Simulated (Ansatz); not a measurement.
# How many bands does the GW gap of LiMgOF (rocksalt [001] superlattice) need?

How do accuracy and time trade against each other in G0W0 on LiMgOF (rocksalt [001] superlattice)?

Program: Ansatz 0.2.0. Level of theory: G0W0 on LDA, plane waves, PAW; PAW set soft_1. Results are calculated unless marked as measured.

## 1. Set-up

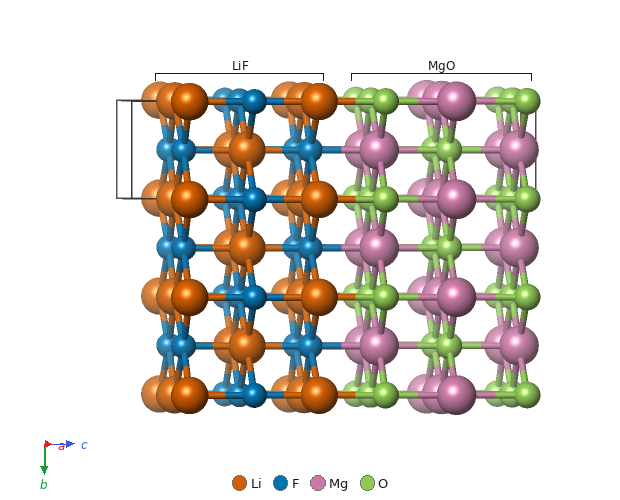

The cell as given, from the side, with the c axis across the page (lithium orange, fluorine blue, magnesium pink, oxygen green). 2×3×1 cells are drawn. Some periodic images of atoms are drawn too.

The cell holds 12 atoms: 3 Li, 3 F, 3 Mg and 3 O. Its edges and angles: a = 2.891 Å, b = 2.891 Å, c = 12.066 Å, α = 90.0°, β = 90.0°, γ = 90.0°. It derives from LiF. Regions: LiF, 6 atoms (3 Li and 3 F); MgO, 6 atoms (3 Mg and 3 O). The structure's axis is c.

The structure was relaxed with LDA. The runs that relaxed it are not among those shown.

## 2. 66 empty bands, screening to 44 eV

G0W0 replaces the xc potential by the self-energy, built once from these orbitals. Only a window of levels is corrected, while the sums run over the empty bands that the input names. This step takes PAW set soft_1 files.

Input file input.yaml:

```yaml
crystal:
  lattice:
    - [2.8909357732, 0.0, 0.0]
    - [0.0, 2.8909357732, 0.0]
    - [0.0, 0.0, 12.0656291857]
  atoms:
    - { symbol: Li, position: [0.0, 0.0, 0.0819710343] }
    - { symbol: F, position: [0.5, 0.5, 0.0856236134] }
    - { symbol: Li, position: [0.5, 0.5, 0.2423443631] }
    - { symbol: F, position: [0.0, 0.0, 0.2423774811] }
    - { symbol: Li, position: [0.0, 0.0, 0.4026825649] }
    - { symbol: F, position: [0.5, 0.5, 0.3990998239] }
    - { symbol: Mg, position: [0.5, 0.5, 0.5692509864] }
    - { symbol: O, position: [0.0, 0.0, 0.5671225912] }
    - { symbol: Mg, position: [0.0, 0.0, 0.7423644018] }
    - { symbol: O, position: [0.5, 0.5, 0.7423860717] }
    - { symbol: Mg, position: [0.5, 0.5, 0.9154872497] }
    - { symbol: O, position: [0.0, 0.0, 0.9176460393] }
kpoints:
  mp_grid: { grid: [6, 6, 2] }
hamiltonian:
  xc: lda
  pseudopotentials: { kind: paw, azcp: { folder: soft_1 }, xc_functional: pbe }
scf:
  occupations: { method: fixed }
gw:
  n_empty_bands: 66
  ecut_chi: 44
  qp_bands: [v4, c4]
  qp_kpoints: band_edges
  screening: { model: contour_deformation }
```

The run is started by

```sh
> ansatz run input.yaml --threads 4 --pin off --max-ram 17510MiB --backend cpu --events-out ev --progress --plain --runs-dir out
```

Numbers of over 12 decimals in the logs are rounded to 6 here.

Output:

```text
Engine: ansatz 0.2.0, aarch64-unknown-linux-gnu
Pseudopotentials: kind: paw
Pseudopotential: Li, paw, valence charge 3, recommended cutoff 420 eV (normal), soft_1/Li.paw.azcp
Pseudopotential: F, paw, valence charge 7, recommended cutoff 420 eV (normal), soft_1/F.paw.azcp
Pseudopotential: Mg, paw, valence charge 10, recommended cutoff 420 eV (normal), soft_1/Mg.paw.azcp
Pseudopotential: O, paw, valence charge 6, recommended cutoff 420 eV (normal), soft_1/O.paw.azcp
Functional definition: SPW92
  exchange = slater_x
  correlation = pw_c
Crystal: 12 atoms, lattice volume = 100.839 Å³
Basis set: ecut = 420 eV, 1957 PW (Γ)
Bands: 51, of which v1, the nominal top of the filled ones, is band 39 counted from 1 (38 counted from 0)
Symmetry: 8 space group operations
Space group: P4mm (ITA 99), of the structure as read, at distance tolerance 4.7e-5 Å
k-points: 20 of 72
Non-local potential: Li, projectors of the file, l = 0: 3, l = 1: 2, l = 2: 1
Non-local potential: F, projectors of the file, l = 0: 2, l = 1: 2, l = 2: 1
Non-local potential: Mg, projectors of the file, l = 0: 3, l = 1: 2, l = 2: 1
Non-local potential: O, projectors of the file, l = 0: 2, l = 1: 2, l = 2: 1
PAW form: soft (Blöchl's): semilocal exchange-correlation on the pseudo side does not see the compensation charge
PAW frozen core: F, regenerated for the run's functional, and the local potential with it (the file was generated under x = pbe(κ = 0.804, μ = 0.219515), c = pbe(β = 0.066725))
PAW frozen core: Mg, regenerated for the run's functional, and the local potential with it (the file was generated under x = pbe(κ = 0.804, μ = 0.219515), c = pbe(β = 0.066725))
PAW frozen core: O, regenerated for the run's functional, and the local potential with it (the file was generated under x = pbe(κ = 0.804, μ = 0.219515), c = pbe(β = 0.066725))
PAW one-centre angular grid: Li, 110 points (default); XC on 64 Gauss nodes
PAW one-centre angular grid: F, 110 points (default); XC on 64 Gauss nodes
PAW one-centre angular grid: Mg, 110 points (default); XC on 64 Gauss nodes
PAW one-centre angular grid: O, 110 points (default); XC on 64 Gauss nodes
Initial density: superposition of atomic densities (chi_scale 0.1, normalization cell, long waves of neutral atoms (reshape's long-wave potential 10.87 eV rms, cloud 2.07 Å wide))
Initial wavefunctions: pseudopotential atomic-orbital guess
Functional: x = slater, c = lda
SCF iter   1: F=—  HF=-10381.028404 eV  |F-HF|=—  |Δ(HF+E_count)|=         —  Δρ=1.57e-1  dr2=1.83e1  ethr=3.10e-3  ⟨swp⟩=5.2  Hψ=3814  notcnv=0  defer=178
preconditioner: auto → Resta (q_TF=auto, 2.614 Å⁻¹)  ε∞=3.3  [insulator: Δε(μ)=3.987 eV  Ē_g=16.958 eV  n_scr=30 (ndim 8)  ℏωp=25.6 eV  f_vac=0.000  ε∞_Penn≈3.3]
SCF iter   2: F=—  HF=-10376.383411 eV  |F-HF|=—  |Δ(HF+E_count)|=    4.64e0  Δρ=5.78e-2  dr2=1.85e0  ethr=3.10e-3  ⟨swp⟩=3.4  Hψ=2095  notcnv=0  defer=175
SCF iter   3: F=—  HF=-10376.116362 eV  |F-HF|=—  |Δ(HF+E_count)|=   2.67e-1  Δρ=2.53e-2  dr2=5.61e-1  ethr=2.37e-3  ⟨swp⟩=2.1  Hψ=1539  notcnv=0  defer=175
SCF iter   4: F=—  HF=-10376.008299 eV  |F-HF|=—  |Δ(HF+E_count)|=   1.08e-1  Δρ=5.44e-3  dr2=2.41e-2  ethr=7.20e-4  ⟨swp⟩=3.0  Hψ=1714  notcnv=0  defer=186
SCF iter   5: F=—  HF=-10376.003316 eV  |F-HF|=—  |Δ(HF+E_count)|=   4.98e-3  Δρ=2.72e-3  dr2=5.52e-3  ethr=3.09e-5  ⟨swp⟩=2.4  Hψ=1663  notcnv=0  defer=199
SCF iter   6: F=—  HF=-10376.002100 eV  |F-HF|=—  |Δ(HF+E_count)|=   1.22e-3  Δρ=7.82e-4  dr2=4.34e-4  ethr=7.08e-6  ⟨swp⟩=2.6  Hψ=1417  notcnv=0  defer=200
SCF iter   7: F=—  HF=-10376.002083 eV  |F-HF|=—  |Δ(HF+E_count)|=   1.77e-5  Δρ=1.78e-4  dr2=2.62e-5  ethr=5.56e-7  ⟨swp⟩=2.0  Hψ=1273  notcnv=0  defer=199
SCF iter   8: F=—  HF=-10376.002077 eV  |F-HF|=—  |Δ(HF+E_count)|=   5.77e-6  Δρ=7.61e-5  dr2=4.15e-6  ethr=3.35e-8  ⟨swp⟩=2.0  Hψ=1414  notcnv=0  defer=164
SCF iter   9: F=—  HF=-10376.002076 eV  |F-HF|=—  |Δ(HF+E_count)|=   7.07e-7  Δρ=1.51e-5  dr2=2.11e-7  ethr=5.32e-9  ⟨swp⟩=2.0  Hψ=1324  notcnv=0  defer=164
SCF iter  10: F=-10376.002076 eV  HF=-10376.002076 eV  |F-HF|=1.20e-8  |Δ(HF+E_count)|=   3.81e-8  Δρ=5.03e-6  dr2=1.74e-8  ethr=1.28e-10  ⟨swp⟩=13.3  Hψ=4837  notcnv=0
SCF 1 converged in 10 iterations: F = -10376.002076 eV  dr2 = 1.74e-8
  greatest PAW one-centre occupation: 1.000 electrons in one spin orbital (limit 2), on the Mg atom at site 10 (counted from 0), in its partial waves of l = 1
NSCF: frozen V_eff on 20 k-points
G₀W₀ screening: q 1/20
[... further progress lines ...]
SCF converged after 10 iterations
Free energy (F): -10376.002076 eV
Harris-Foulkes:  -10376.002076 eV  (|F-HF|=1.20e-8)
Internal energy: -10376.002076 eV  (E = F + TS)
E sigma→0 (E₀):  -10376.002076 eV
Fermi energy:    6.006905 eV
--- Per-component energies (eV) ---
  E_band       = -1242.390625
  E_kinetic    = 1376.232919
  E_local      = -8196.846931  (includes V_loc(G=0)·N_el)
  E_nonlocal   = 959.450182
  E_hartree    = 2934.660036
  E_xc         = -554.801887
  E_vxc        = -717.371161  (∫ρ·V_xc dr)
  E_paw        = -1934.434219  (= ΣΔE_a)
  E_vpaw       = -533.185082  (= ΣTr[D̂ρ^β])
  E_aug_tail   = 0.005471  (compensation charges beyond the density's cutoff)
  E_ewald      = -4961.349605
  E_core_change = 1.081958  (= ΣΔE_core)
  E_smearing   = -0.000000  (= −TS)
  E_closure    = -0.000000  (closes the sum)
  Σ components = -10376.002076   (vs F -10376.002076, Δ=0.00e0)
--- Band table (eV; the first three rows and the last of 20) ---
  k-point 0: bands = [... 35 lower, 5.6239, 5.6239, 6.0069, 6.0069, 11.6888, 13.2332, 13.3944, 15.8175, ... 8 higher]
  k-point 1: bands = [... 35 lower, 5.6247, 5.6247, 6.0067, 6.0067, 11.8662, 12.4994, 14.5254, 14.8799, ... 8 higher]
  k-point 2: bands = [... 35 lower, 5.3202, 5.6279, 5.7195, 5.9485, 12.5386, 13.5546, 13.6267, 15.9022, ... 8 higher]
  k-point 19: bands = [... 35 lower, 4.2184, 4.4853, 4.8491, 5.0586, 15.6663, 15.6663, 16.7937, 17.0333, ... 8 higher]
--- G₀W₀: contour deformation, 5 samples at zero and on the imaginary axis and 2 off it, 72 q-points, 66 empty bands' worth ---
  eigenvalues of the whole cell's RPA ε∞ on this k-mesh (on a slab, of 1 + 4πα/V) = 2.4757, 2.5882, 2.5882; static W/v taken at q = 0 is 0.389791
  bands read: the sum over 105 bands ends inside a degenerate multiplet in 3 slots, whose members it reads at an even weight; the widest, k=0: bands 105 to 106 (counted from 1) at 1/2 each
  gw.qp_kpoints: band_edges: 12 of 20 stored k-points solved, in 1 pass; an edge of the gap read off the rows below is read off those points alone
    valence top: of the k-points left out ik 10 came nearest to being solved in a further pass, in band 39 (counted from 1, as in the quasiparticle table): it holds the edge there only if its correction is more favourable than any solved in that band by at least 0.596 eV; those differ by 0.227 eV
    conduction bottom: of the k-points left out ik 11 came nearest to being solved in a further pass, in band 40 (counted from 1, as in the quasiparticle table): it holds the edge there only if its correction is more favourable than any solved in that band by at least 2.667 eV; those differ by 0.410 eV
    ik  band        ε_KS         Σx   Σc(E_QP)       V_xc       Z   E_QP_lin       E_QP  E_QP is
     0    36      5.6239   -26.2158     4.5326   -20.6123  0.8103     4.5427     4.5530  root
     0    37      5.6239   -26.2158     4.5326   -20.6123  0.8103     4.5427     4.5530  root
     0    38      6.0069   -26.5393     4.5009   -21.0710  0.8123     5.0317     5.0396  root
     0    39      6.0069   -26.5393     4.5009   -21.0710  0.8123     5.0317     5.0396  root
     0    40     11.6888    -9.8180    -3.4606   -15.1480  0.8655    13.5786    13.5583  root
     0    41     13.2332   -10.4985    -3.4603   -16.1199  0.8579    15.4254    15.3943  root
     0    42     13.3944    -9.4775    -3.4688   -15.1430  0.8652    15.6225    15.5910  root
     0    43     15.8175    -4.0794    -3.6935    -9.8586  0.8674    17.9318    17.9030  root
     1    36      5.6247   -26.2234     4.5328   -20.6193  0.8103     4.5431     4.5534  root
     1    37      5.6247   -26.2234     4.5328   -20.6193  0.8103     4.5431     4.5534  root
     1    38      6.0067   -26.5356     4.5009   -21.0674  0.8123     5.0315     5.0394  root
     1    39      6.0067   -26.5356     4.5009   -21.0674  0.8123     5.0315     5.0394  root
     1    40     11.8662   -10.4568    -3.4399   -15.7849  0.8617    13.7753    13.7544  root
     1    41     12.4994    -9.0741    -3.4260   -14.5556  0.8688    14.5810    14.5549  root
     1    42     14.5254   -10.3577    -3.6126   -16.3381  0.8566    16.9342    16.8932  root
     1    43     14.8799   -10.2784    -3.6558   -16.3458  0.8520    17.3368    17.2915  root
     2    36      5.3202   -25.9013     4.5001   -20.3016  0.8105     4.2096     4.2206  root
     2    37      5.6279   -26.1686     4.5426   -20.5638  0.8101     4.5556     4.5658  root
     2    38      5.7195   -26.0321     4.4760   -20.5286  0.8117     4.6827     4.6919  root
     2    39      5.9485   -26.4496     4.5196   -20.9571  0.8118     4.9675     4.9757  root
     2    40     12.5386   -10.1048    -3.4160   -15.5440  0.8621    14.5871    14.5619  root
     2    41     13.5546    -9.7769    -3.5235   -15.4953  0.8591    15.7822    15.7493  root
     2    42     13.6267    -9.1934    -3.5168   -14.9340  0.8641    15.8831    15.8505  root
     2    43     15.9022    -8.3146    -3.8066   -14.5157  0.8545    18.3419    18.2967  root
[...]
19    36      4.2184   -25.4880     4.7068   -19.4986  0.8029     2.9189     2.9359  root
    19    37      4.4853   -25.2487     4.6363   -19.4672  0.8042     3.3273     3.3402  root
    19    38      4.8491   -24.9559     4.5490   -19.2029  0.8058     3.6308     3.6452  root
    19    39      5.0586   -25.3108     4.5649   -19.5545  0.8068     3.8535     3.8673  root
    19    40     15.6663    -5.0596    -3.6455   -10.8471  0.8650    17.8394    17.8082  root
    19    41     15.6663    -5.0596    -3.6455   -10.8471  0.8650    17.8394    17.8082  root
    19    42     16.7937    -7.7359    -3.9317   -14.2292  0.8648    19.4028    19.3552  root
    19    43     17.0333    -7.5503    -3.7911   -13.8784  0.8534    19.6259    19.5702  root
```

Run time: 63 s. Hardware: 4 threads of Arm Neoverse V2, shared host; peak memory 0.59 GiB.

Numbers from this step:

```
bands summed                                 : 105
RPA ε∞ on this mesh (eigenvalues)            : 2.476, 2.588, 2.588
plane waves in the screening matrix          : 77
q-points in the mesh                         : 72
G0W0 gap on the mesh                         : 8.519 eV
k of the valence top                         : 0, 0, 0
k of the conduction bottom                   : 0, 0, 0
starting gap on the mesh                     : 5.682 eV
Z at the valence top                         : 0.8123
Z at the conduction bottom                   : 0.8655
least direct G0W0 gap on the computed points : 8.519 eV
```

The gap on the mesh goes from 5.68 eV to 8.52 eV, a correction of +2.84 eV. Between the two edge states, bare exchange in place of the xc potential would open the gap by 10.80 eV, and correlation takes back 7.96 eV.

## 3. 264 empty bands, screening to 110 eV

Bands and screening cutoff are moved together, since each hides the error of the other.

input.yaml: that of step 2 with these lines changed.

```diff
@@ -26,4 +26,4 @@
 gw:
-  n_empty_bands: 66
-  ecut_chi: 44
+  n_empty_bands: 264
+  ecut_chi: 110.0
   qp_bands: [v4, c4]
```

Output:

```text
[...]
Crystal: 12 atoms, lattice volume = 100.839 Å³
Basis set: ecut = 420 eV, 1957 PW (Γ)
Bands: 51, of which v1, the nominal top of the filled ones, is band 39 counted from 1 (38 counted from 0)
Symmetry: 8 space group operations
[...]
k-points: 20 of 72
[...]
SCF iter   1: F=—  HF=-10381.028404 eV  |F-HF|=—  |Δ(HF+E_count)|=         —  Δρ=1.57e-1  dr2=1.83e1  ethr=3.10e-3  ⟨swp⟩=5.2  Hψ=3814  notcnv=0  defer=178
[...]
SCF iter  10: F=-10376.002076 eV  HF=-10376.002076 eV  |F-HF|=1.20e-8  |Δ(HF+E_count)|=   3.81e-8  Δρ=5.03e-6  dr2=1.74e-8  ethr=1.28e-10  ⟨swp⟩=13.3  Hψ=4837  notcnv=0
SCF 1 converged in 10 iterations: F = -10376.002076 eV  dr2 = 1.74e-8
[...]
NSCF: frozen V_eff on 20 k-points
G₀W₀ screening: q 1/20
[... further progress lines ...]
SCF converged after 10 iterations
Free energy (F): -10376.002076 eV
[...]
Internal energy: -10376.002076 eV  (E = F + TS)
E sigma→0 (E₀):  -10376.002076 eV
Fermi energy:    6.006905 eV
[...]
--- Band table (eV; the first three rows and the last of 20) ---
  k-point 0: bands = [... 35 lower, 5.6239, 5.6239, 6.0069, 6.0069, 11.6888, 13.2332, 13.3944, 15.8175, ... 8 higher]
  k-point 1: bands = [... 35 lower, 5.6247, 5.6247, 6.0067, 6.0067, 11.8662, 12.4994, 14.5254, 14.8799, ... 8 higher]
  k-point 2: bands = [... 35 lower, 5.3202, 5.6279, 5.7195, 5.9485, 12.5386, 13.5546, 13.6267, 15.9022, ... 8 higher]
  k-point 19: bands = [... 35 lower, 4.2184, 4.4853, 4.8491, 5.0586, 15.6663, 15.6663, 16.7937, 17.0333, ... 8 higher]
[...]
0    36      5.6239   -26.2158     4.2731   -20.6123  0.8009     4.2784     4.2935  root
     0    37      5.6239   -26.2158     4.2731   -20.6123  0.8009     4.2784     4.2935  root
     0    38      6.0069   -26.5393     4.2314   -21.0710  0.8019     4.7577     4.7701  root
     0    39      6.0069   -26.5393     4.2314   -21.0710  0.8019     4.7577     4.7701  root
     0    40     11.6888    -9.8180    -3.6906   -15.1480  0.8595    13.3423    13.3283  root
     0    41     13.2332   -10.4985    -3.7393   -16.1199  0.8511    15.1366    15.1153  root
     0    42     13.3944    -9.4775    -3.7359   -15.1430  0.8594    15.3461    15.3239  root
     0    43     15.8175    -4.0794    -4.2096    -9.8586  0.8649    17.4021    17.3869  root
[...]
19    40     15.6663    -5.0596    -4.1079   -10.8471  0.8613    17.3636    17.3458  root
    19    41     15.6663    -5.0596    -4.1079   -10.8471  0.8613    17.3636    17.3458  root
    19    42     16.7937    -7.7359    -4.4219   -14.2292  0.8618    18.8935    18.8651  root
    19    43     17.0333    -7.5503    -4.1628   -13.8784  0.8466    19.2358    19.1985  root
```

The job ended after 5.1 min (4 threads; peak memory 1.5 GiB).

This step gave:

- bands summed: 303
- RPA ε∞ on this mesh (eigenvalues): 2.475, 2.584, 2.584
- plane waves in the screening matrix: 289
- q-points in the mesh: 72
- G0W0 gap on the mesh: 8.558 eV
- k of the valence top: 0, 0, 0
- k of the conduction bottom: 0, 0, 0
- starting gap on the mesh: 5.682 eV
- Z at the valence top: 0.8019
- Z at the conduction bottom: 0.8595
- least direct G0W0 gap on the computed points: 8.558 eV

Against the run with 6×6×2 mesh, 66 empty bands, screening to 44 eV, PAW set soft_1 files, the gap moves by +0.04 eV.

## 4. Convergence and cost

Times are wall times on 4 threads of Arm Neoverse V2, shared host, good to a factor of about two.

| mesh | files | frequency | bands summed | cutoff (eV) | start (eV) | G0W0 (eV) | time | host memory (GiB) |
| --- | --- | --- | --- | --- | --- | --- | --- | --- |
| 6×6×2 | PAW set soft_1 | contour deformation | 105 | 44 | 5.682 | 8.519 | 63 s | 0.59 |
| 6×6×2 | PAW set soft_1 | contour deformation | 303 | 110 | 5.682 | 8.558 | 5.1 min | 1.5 |

The parts of the quasiparticle energy at the two band edges (eV; QP = start + Σx + Σc − Vxc):

| run | edge | start | Σx | Σc | Vxc | Z | QP |
| --- | --- | --- | --- | --- | --- | --- | --- |
| 105 bands | valence top | 6.01 | -26.54 | 4.50 | -21.07 | 0.81 | 5.04 |
| 105 bands | conduction bottom | 11.69 | -9.82 | -3.46 | -15.15 | 0.87 | 13.56 |
| 303 bands | valence top | 6.01 | -26.54 | 4.23 | -21.07 | 0.80 | 4.77 |
| 303 bands | conduction bottom | 11.69 | -9.82 | -3.69 | -15.15 | 0.86 | 13.33 |

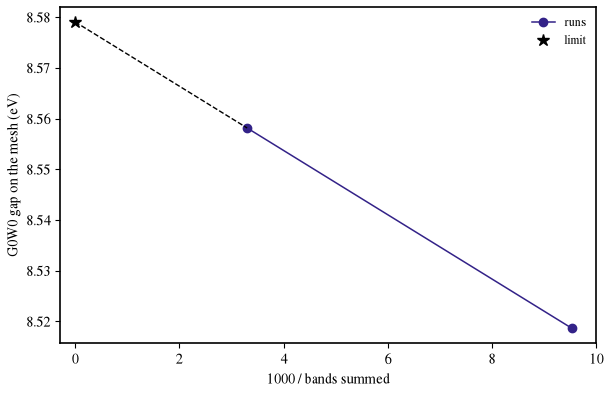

The gap against one over the number of bands; the dashed line carries the two highest rungs to the limit.

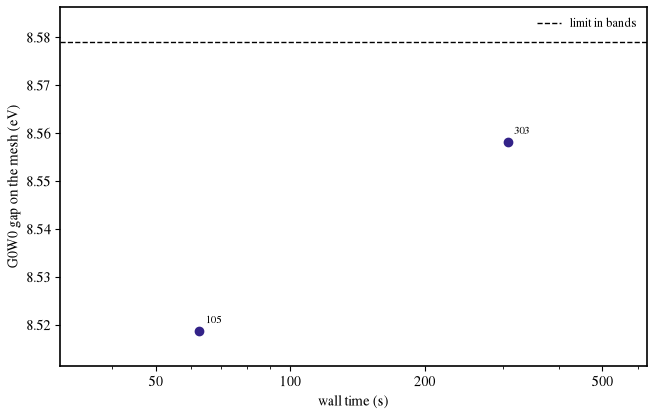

Result against wall time.

## 5. Summary of results

```yaml
105_bands_44_ev: 8.519 eV
303_bands_110_ev: 8.558 eV
estimated_limit_in_bands_and_cutoff: 8.58 eV
mesh_and_start: 6×6×2, LDA
```

A line in one over the bands through the two rungs gives 8.58 eV, +0.02 eV from the top rung; with two points alone it is an unchecked estimate. The rungs stand 0.06 eV (105 bands) and 0.02 eV (303 bands) from it. From 105 to 303 bands the gap moves by +0.04 eV while the time grows 4.9-fold. Σc changes by −0.27 eV at the valence top and −0.23 eV at the conduction bottom, so the levels themselves move more than the gap between them.

[Paths, hosts, dates, memory and timing lines, banners, echoed tables and standing remarks are left out of the program output.]

[Logs are printed without paths, hosts, clocks, repeated set-up lines and the standing remarks that a program may print on its own settings, such as how far it seeks lower states.]

[Runs of the session that timed out or met a known fault of the program may be left out.]

[Cells called generated may have been cut or substituted from an entry of the Crystallography Open Database or the Materials Project.]

[Hosts, paths, dates, database ids (printed as entryN), source tags and the programs' standing remarks are cut or masked in the printed files.]
